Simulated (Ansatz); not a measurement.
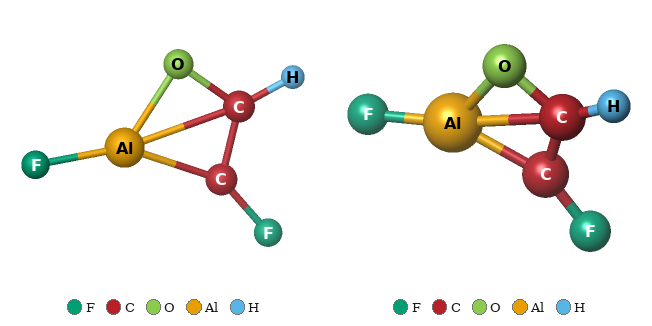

Two views of one molecule.

Identify the structure.

It has 7 atoms: 2 carbon, 1 hydrogen, 1 aluminium, 2 fluorine and 1 oxygen (C₂HAlF₂O). The point group is Cs. All atoms lie on one plane. Coordination, clear cases only: 1 C see-saw.

The parts below concern this one geometry. Atoms keep their numbers from picture to picture. Computed geometry: PBE0-D4/def2-TZVP optimisation.

Shape

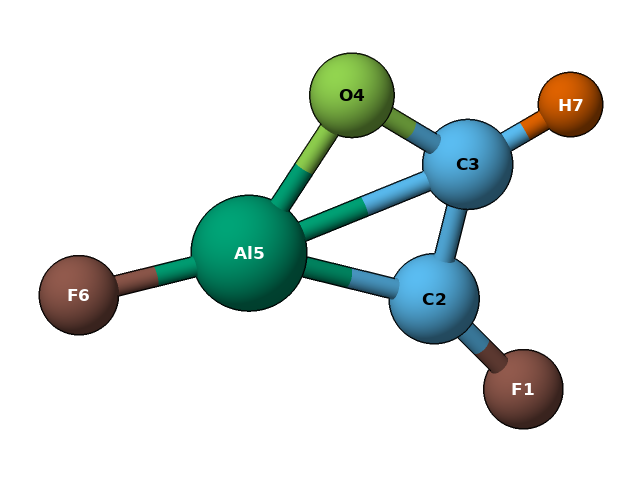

The atoms are numbered.

Give these bond angles: F1–C2–C3, F1–C2–Al5, C2–C3–H7, C2–Al5–O4, C2–Al5–F6, C3–C2–Al5, C3–O4–Al5, C3–Al5–O4, C3–Al5–F6, O4–C3–Al5, O4–C3–H7, O4–Al5–F6.

| angle | degrees |
| --- | --- |
| F1–C2–C3 | 126.5 |
| F1–C2–Al5 | 151.1 |
| C2–C3–H7 | 129.6 |
| C2–Al5–O4 | 77.5 |
| C2–Al5–F6 | 151.2 |
| C3–C2–Al5 | 82.3 |
| C3–O4–Al5 | 86.6 |
| C3–Al5–O4 | 39.6 |
| C3–Al5–F6 | 170.8 |
| O4–C3–Al5 | 53.9 |
| O4–C3–H7 | 116.8 |
| O4–Al5–F6 | 131.3 |

Vibrations

Harmonic vibrations computed with RKS PBE0-D4/def2-TZVP (Ansatz 0.2.0) at a stationary point of the same level.

How many vibrational modes are there, and where do they lie?

Answer. 15 modes: 137, 170, 340, 355, 362, 488, 573, 723, 904, 936, 1086, 1230, 1257, 1628, 3181 cm⁻¹.

Charges

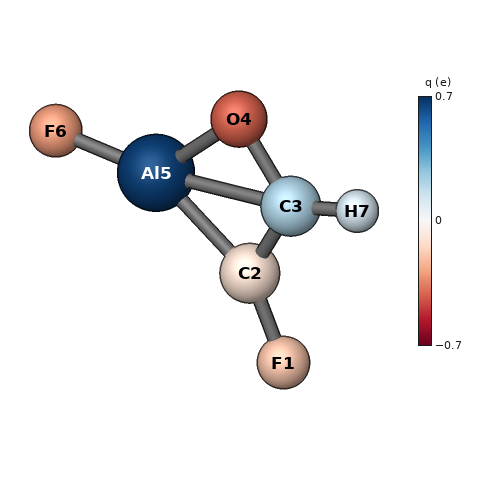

Atoms are coloured by their Mulliken charges. Method: RKS ωB97M-V/def2-TZVPP (Ansatz 0.2.0).

List the Mulliken charges.

```json
{"atom": "F1", "value (e)": "−0.19"}
{"atom": "C2", "value (e)": "−0.10"}
{"atom": "C3", "value (e)": "0.21"}
{"atom": "O4", "value (e)": "−0.41"}
{"atom": "Al5", "value (e)": "0.66"}
{"atom": "F6", "value (e)": "−0.29"}
{"atom": "H7", "value (e)": "0.12"}
```

Electronic properties

Properties computed with RKS B3LYP-D4/def2-TZVPP (Ansatz 0.2.0).

What does the calculation give?

- dipole moment: 0.04 D
- HOMO energy (Kohn–Sham orbital): −6.56 eV
- LUMO energy (Kohn–Sham orbital): −1.44 eV
- HOMO–LUMO gap: 5.12 eV
- dispersion correction: −21.9 kJ/mol

Mulliken values depend strongly on the basis set and can even reverse the polarity of a bond.
